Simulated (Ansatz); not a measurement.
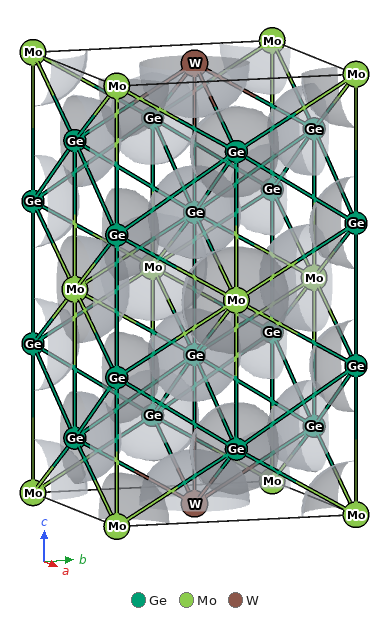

Figure. Ge$_{8}$Mo$_{3}$W. Isosurface of the valence charge density (pseudo) at 0.6 e/Å³ (grey), seen slightly off an axis. Sticks mark near contacts.

Space group P4/mmm; a structure generated by program, which may or may not match a known phase; computed pressure about −4 GPa in this cell; computed without spin polarisation.

All numbers below come from DFT r2SCAN, scalar-relativistic, plane waves, PAW (Ansatz).

Input

```
crystal:
  lattice:
    - [4.721343269, 0.0, 0.0]
    - [0.0, 4.721343269, 0.0]
    - [0.0, 0.0, 8.2866489598]
  atoms:
    - { symbol: Ge, position: [0.0, 0.0, 0.33820772] }
    - { symbol: Ge, position: [0.0, 0.5, 0.8377485405] }
    - { symbol: Ge, position: [0.5, 0.0, 0.8377485405] }
    - { symbol: Ge, position: [0.5, 0.5, 0.3386370292] }
    - { symbol: Ge, position: [0.0, 0.0, 0.66179228] }
    - { symbol: Ge, position: [0.0, 0.5, 0.1622514595] }
    - { symbol: Ge, position: [0.5, 0.0, 0.1622514595] }
    - { symbol: Ge, position: [0.5, 0.5, 0.6613629708] }
    - { symbol: Mo, position: [0.0, 0.0, 0.0] }
    - { symbol: Mo, position: [0.0, 0.5, 0.5] }
    - { symbol: Mo, position: [0.5, 0.0, 0.5] }
    - { symbol: W, position: [0.5, 0.5, 0.0] }
basis:
  ecutwfc: 500
kpoints:
  mp_grid: { grid: [8, 8, 6] }
  band_path:
    path:
      - [[0.0, 0.0, 0.0], [0.0, 0.5, 0.0], [0.5, 0.5, 0.0], [0.0, 0.0, 0.0], [0.0, 0.0, 0.5], [0.0, 0.5, 0.5], [0.5, 0.5, 0.5], [0.0, 0.0, 0.5]]
      - [[0.0, 0.5, 0.0], [0.0, 0.5, 0.5]]
      - [[0.5, 0.5, 0.0], [0.5, 0.5, 0.5]]
    npoints: 10
hamiltonian:
  xc: r2scan
scf:
  occupations: { method: gaussian, width: 0.1 }
  n_extra_bands: 30
output:
  forces: true
  stress: true
  eigenvalues: true
  populations: true
  dos: { projected: true, de: 0.02, nscf_kmesh: { grid: [10, 10, 8] } }
  bader: false
  write_density: true
  write_potential: true
  elf: true
  volumetric_format: npy
```

Command:

```sh
ansatz run input.yaml --threads 1 --pin off --max-ram 2560MiB --backend cpu --events-out ev --progress --plain --runs-dir out
```

Below, planes, directions and counts refer to the conventional cell (a = 4.72 Å, b = 4.72 Å, c = 8.29 Å, α = 90.00°, β = 90.00°, γ = 90.00°).

### How is the density connected at this value?

At this value the density breaks into separate islands; it holds about 75 % of the electrons treated as valence (semicore included). It bridges none of the near contacts. It is pinched off along the shortest Ge–Ge (2.67 Å), Ge–Mo (2.71 Å), Ge–W (2.72 Å) and Ge–Ge (2.77 Å) contacts. On the grid the lowest density along these lines, outside the cores, is 0.24 e/Å³ (Ge–Ge, 2.67 Å), 0.35 e/Å³ (Ge–Mo, 2.71 Å), 0.37 e/Å³ (Ge–W, 2.72 Å) and 0.27 e/Å³ (Ge–Ge, 2.77 Å).
